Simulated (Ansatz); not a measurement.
# AlF3 (SMILES F[Al](F)F) at revPBE/6-311+G(d,p)

What is the vertical singlet–triplet gap of AlF3 at revPBE/6-311+G**? 

The results are computed with Ansatz 0.2.0.

39 further runs of the same task are left out: 39 set aside as unsound or not needed.

## 1. The structure to begin with

AlF3 has 4 atoms, charge 0, and is taken as a singlet. SMILES: `F[Al](F)F`. The shape is that of a PBE0-D4/def2-TZVP optimisation.

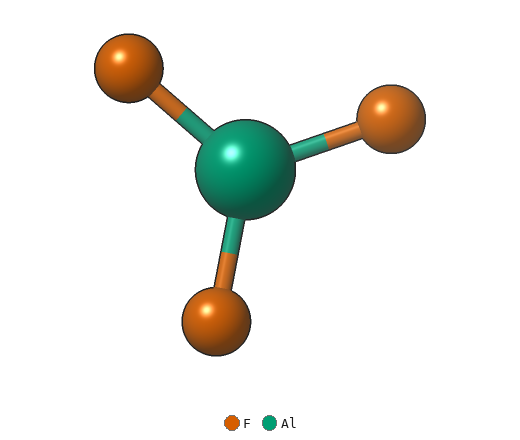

The structure, seen from a chosen angle (fluorine orange, aluminium teal).

## 2. A single-point energy at revPBE/6-311+G(d,p)

The input, molecule.yaml:

```yaml
basis:
  gaussian:
    orbitals: 6-311+G_st__st_-spherical.json
crystal:
  periodic: [false, false, false]
  atoms:
    - {symbol: F, position_ang: [0.859410, -0.722590, 1.180170]}
    - {symbol: Al, position_ang: [-0.000000, -0.000010, -0.000000]}
    - {symbol: F, position_ang: [-1.440740, -0.612530, -0.450110]}
    - {symbol: F, position_ang: [0.581330, 1.335130, -0.730040]}
hamiltonian:
  xc: {name: revPBE}
accuracy: high
output: {orbitals: {seedname: orbitals}}
```

The basis set 6-311+G** is read from a file made from the Basis Set Exchange's data (not shown).

On the command line:

```
$ ansatz run molecule.yaml --threads 1 --pin off --max-ram 3480MiB --events-out events.jsonl --progress --plain --runs-dir runs
```

What it wrote:

```text
Warning: RAYON_NUM_THREADS=1 ignored (pool sized by the plan → 1); use --threads N
Functional definition: revPBE
  name "revPBE"
  parameter kappa = 1.245
  parameter beta = 0.06672455060314922
  exchange = pbe_x(kappa = kappa, mu = beta*pi^2/3)
  correlation = pbe_c(beta = beta)
1643 factors; integrals over basis functions are off by at most 4.1e-9 eV
mean field evaluation 1: about -14744.2772 eV, gradient 7.3e1 eV
mean field evaluation 2: about -14711.9188 eV, gradient 1.6e2 eV
mean field evaluation 4: about -14751.6322 eV, gradient 1.5e0 eV
mean field evaluation 8: about -14751.6353 eV, gradient 5.3e-2 eV
mean field evaluation 16: about -14751.6353 eV, gradient 1.9e-7 eV
mean field -14751.63532016 eV, -542.1125989985 hartree, gradient 1.5e-8 eV, S^2 0.000000; 0 other end points of the search recorded, 0 dependent functions left out
reference -14751.63533264 eV, -542.1125994568 hartree; 20, 20 occupied and 76, 76 virtual orbitals, 1643 factors
Total energy: -14751.63533264 eV, -542.1125994568 hartree
```

It took 3.3 s on 1 thread of Arm Neoverse V2, shared host; peak memory 0.2 GiB.

## 3. The triplet

Edit molecule.yaml of step 2 so:

```diff
@@ -1,4 +1 @@
-basis:
-  gaussian:
-    orbitals: 6-311+G_st__st_-spherical.json
 crystal:
@@ -10,2 +7,8 @@
     - {symbol: F, position_ang: [0.581330, 1.335130, -0.730040]}
+basis:
+  gaussian:
+    orbitals: 6-311+G_st__st_-spherical.json
+magnetization:
+  spin_polarized: true
+  initial_magnetization: 2
 hamiltonian:
```

The basis set 6-311+G** is read from a file made from the Basis Set Exchange's data (not shown).

On the command line:

```
$ ansatz run molecule.yaml --threads 1 --pin off --max-ram 3480MiB --events-out events.jsonl --progress --plain --runs-dir runs
```

What it wrote (excerpt; [...] marks lines left out):

```text
Warning: RAYON_NUM_THREADS=1 ignored (pool sized by the plan → 1); use --threads N
[... 6 set-up lines as earlier in the session ...]
1643 factors; integrals over basis functions are off by at most 4.1e-9 eV
mean field evaluation 1: about -14741.3491 eV, gradient 3.4e1 eV
mean field evaluation 2: about -14732.9658 eV, gradient 6.4e1 eV
mean field evaluation 4: about -14744.1500 eV, gradient 7.9e0 eV
mean field evaluation 8: about -14744.4206 eV, gradient 1.9e0 eV
mean field evaluation 16: about -14744.4339 eV, gradient 2.4e-8 eV
mean field evaluation 32: about -14744.4095 eV, gradient 2.2e0 eV
mean field evaluation 64: about -14743.8581 eV, gradient 7.7e-1 eV
mean field -14744.43393207 eV, -541.8479528673 hartree, gradient 2.4e-8 eV, S^2 2.002888; 8 other end points of the search recorded, 0 dependent functions left out
reference -14744.43393852 eV, -541.8479531043 hartree; 21, 19 occupied and 75, 77 virtual orbitals, 1643 factors
Total energy: -14744.43393852 eV, -541.8479531043 hartree
```

It took 16 s on 1 thread of Arm Neoverse V2, shared host; peak memory 0.26 GiB.

## 4. What came out

Level: revPBE/6-311+G**.

| quantity | value |
| --- | --- |
| singlet: total energy | -542.11260 Eh |
| singlet: HOMO energy | -9.71 eV |
| singlet: LUMO energy | -2.54 eV |
| singlet: HOMO–LUMO gap | 7.17 eV |
| triplet: total energy | -541.84795 Eh |
| triplet: HOMO energy (highest over α and β) | -3.51 eV |
| triplet: ⟨S²⟩ | 2.003 |
| vertical energy of the triplet above the singlet | 7.201 eV |

At this shape the triplet lies 7.20 eV (695 kJ/mol) above the singlet.
